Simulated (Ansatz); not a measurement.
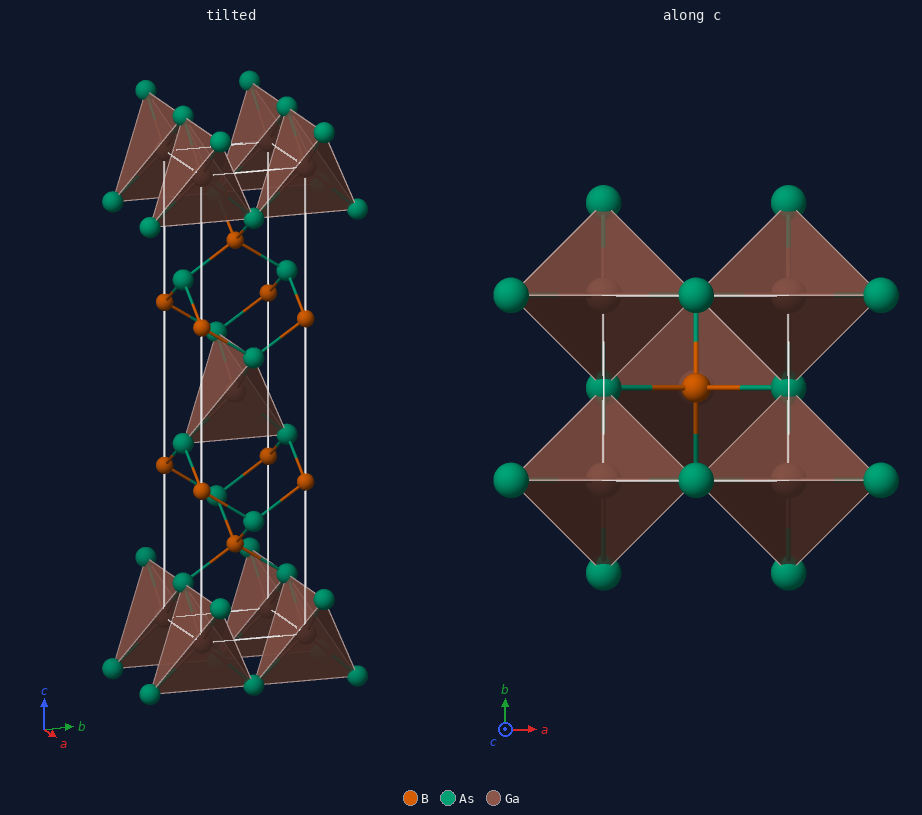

A polyhedral rendering, viewed slightly off an axis and along the c axis. One conventional unit cell is outlined, and atoms on its boundary appear in each equivalent place. Some neighbours outside the box are added.

GaB$_{2}$As$_{3}$, space group I-4m2 (No. 119), a = 3.560 Å, b = 3.560 Å, c = 15.562 Å, α = 90.00°, β = 90.00°, γ = 90.00°. Its origin is a structure type filled with these elements by a generator (whether the compound takes this form wasn't checked). Earlier steps of the study, as a rule a relaxation of our own, may have changed the cell and positions, so they can lie some per cent off the listed ones. It went into a calculation with Ansatz.

This one geometry was computed with Ansatz (DFT, plane waves, PAW) at three levels of theory: PBE, PBE with spin-orbit coupling and r2SCAN. It was relaxed beforehand with r2SCAN.

Question: Which level gives the highest pressure at this volume, and what does that say about its equilibrium volume?

Answer: Highest: PBE (2.4 GPa) and PBE with spin-orbit coupling (2.4 GPa), which points to the largest equilibrium volume. Lowest, with the smallest volume: r2SCAN (0.0 GPa). Levels within 0.5 GPa of each other can't be told apart.

Question: How does the band gap change with the level of theory?

Answer: PBE with spin-orbit coupling: a gap of 0.43 eV, direct; PBE: a gap of 0.52 eV, direct; r2SCAN: a gap of 0.75 eV, direct.

Question: Collect the results in a table.

Answer:
| level | cutoff (eV) | k-mesh of the run's cell | gap (eV) | pressure (GPa) |
| --- | --- | --- | --- | --- |
| PBE | 420 | 10×10×10 | 0.52 | 2.4 |
| PBE with spin-orbit coupling | 420 | 10×10×10 | 0.43 | 2.4 |
| r2SCAN | 500 | 10×10×10 | 0.75 | 0.0 |

Gaps are taken on the k-mesh or band path of each run.
